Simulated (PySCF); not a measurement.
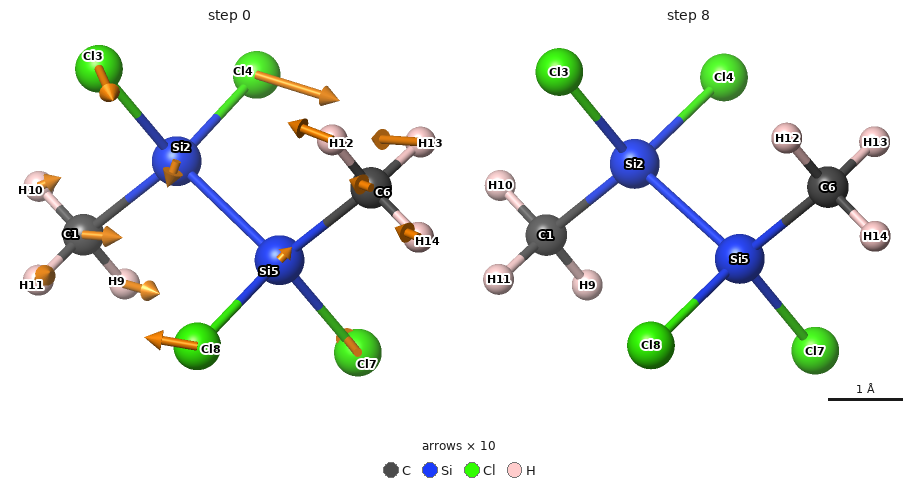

The structure of C$_{2}$H$_{6}$Cl$_{4}$Si$_{2}$ before (left) and after (right) a relaxation, at one scale. The orange arrows give the displacements, 10 times their true length.

The picture is a ball-and-stick view, seen from a free direction.

The start comes from GFN2-xTB. Its atoms were then displaced at random by about 0.01 Å.

All numbers below come from PBE0-D3(BJ)/def2-SVP geometry optimisation, gas phase (PySCF 2.14.0, density-fitted response routines). 

**Summarise the run.**

After 8 geometry steps the energy has fallen by 0.226 eV. Cl4 moves most after the best rigid fit: 0.13 Å. Largest moves by element: Cl 0.13 Å, H 0.11 Å, C 0.06 Å, Si 0.04 Å. Among the contacts that change: C1–Si2 1.934 → 1.854 Å, Si5–Cl8 2.022 → 2.074 Å, Si5–C6 1.904 → 1.854 Å, Si2–Cl3 2.037 → 2.075 Å. Among the angles between lasting bonds that change: Cl4–Si2–Si5 111.0° → 106.5°, Si5–C6–H13 112.7° → 109.4°, Si2–Si5–Cl7 109.5° → 106.3°. Cost: 2 min on 1 thread of AMD EPYC 7R13 Processor, with other jobs on the host.
